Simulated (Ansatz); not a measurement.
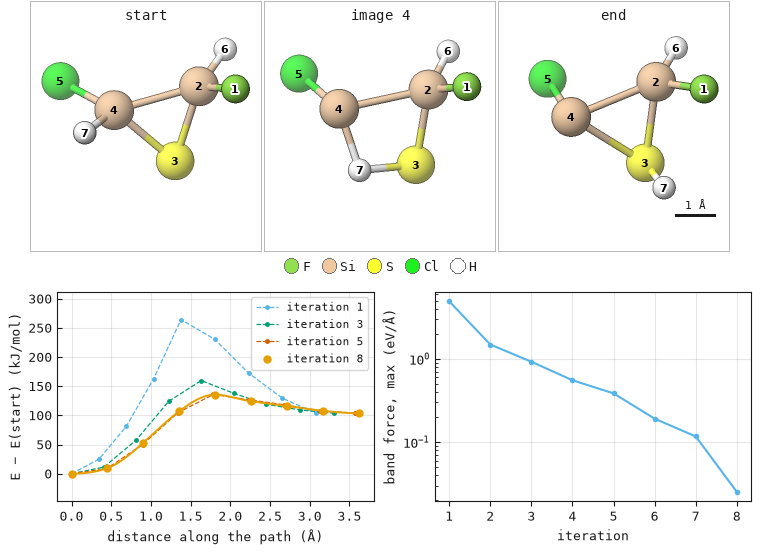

A nudged-elastic-band calculation for Si₂H₂SClF. Images are numbered from 0 (start) to 8 (end). The plot follows the band through its iterations. A ball-and-stick model, seen from a free direction.

Method: RKS PBE-D4/def2-SVP (Ansatz). Run with 7 movable images; climbing image; force threshold 0.05 eV/Å; iteration limit 10; starting path through a guess of the saddle point.

> Did the band converge, and can the barrier be trusted?

The run is converged, with reservations. The band converged in 8 iterations. The largest component of the band force went from 4.9 to 0.025 eV/Å. The climbing image converged on the top of the path. Its curvatures weren't checked. The iteration limit was low. The first iteration put the highest image at 264.5 kJ/mol. Forward barrier 135.5 kJ/mol, backward barrier 31.7 kJ/mol, with image 4 at the top; the reaction energy is +103.8 kJ/mol.
